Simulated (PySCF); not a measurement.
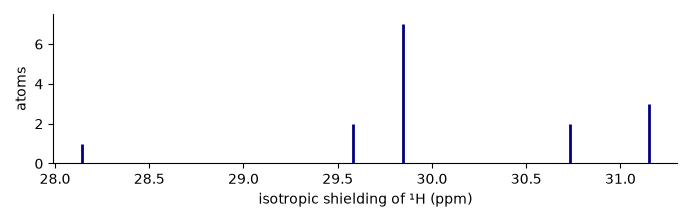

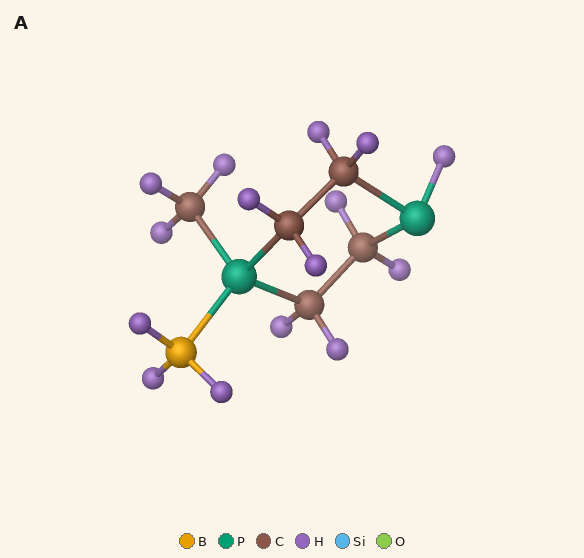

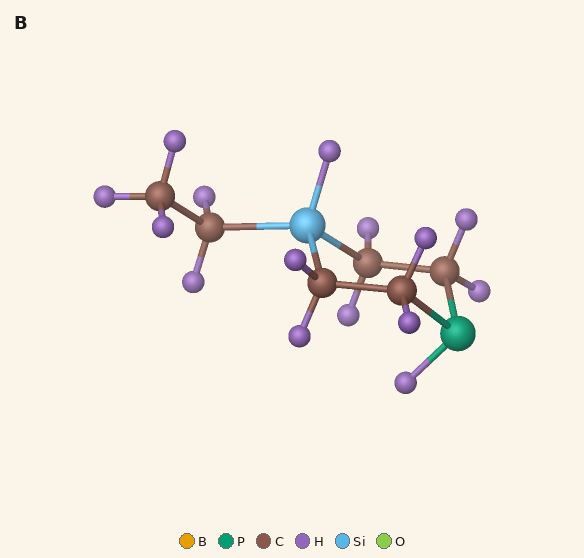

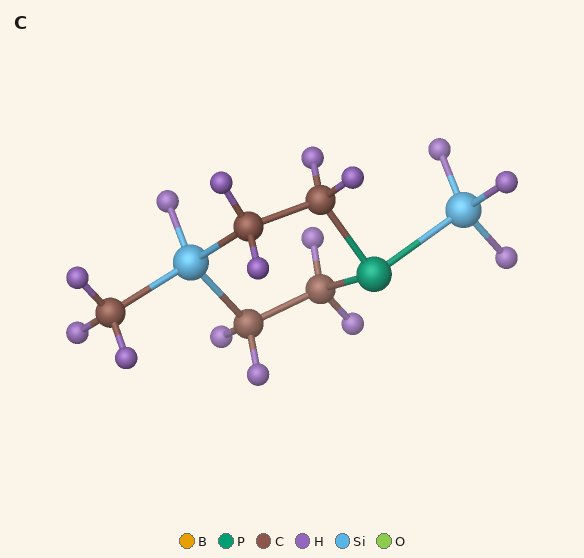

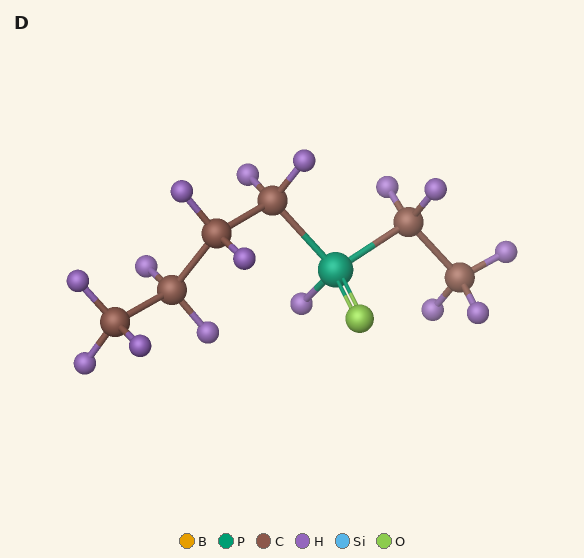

The sticks are computed shieldings of one of the molecules, for one fixed geometry (GFN2-xTB) without averaging over rotations. Low shielding means a high chemical shift. Method: GIAO PBE0/pcSseg-1 NMR shielding, non-relativistic, gas phase (PySCF 2.14.0).

Which molecule gives this pattern?

Answer. A, `[BH3-][P+]1(C)CCPCC1`. Its 15 H atoms give lines at 28.14, 29.58 (2 atoms), 29.84 (7 atoms), 30.73 (2 atoms), 31.15 (3 atoms) ppm.

The geometry is semi-empirical. Around B, P, Si such bond lengths and angles can be off by a tenth of an ångström or more and by several degrees, and values that hang on the shape move with them.
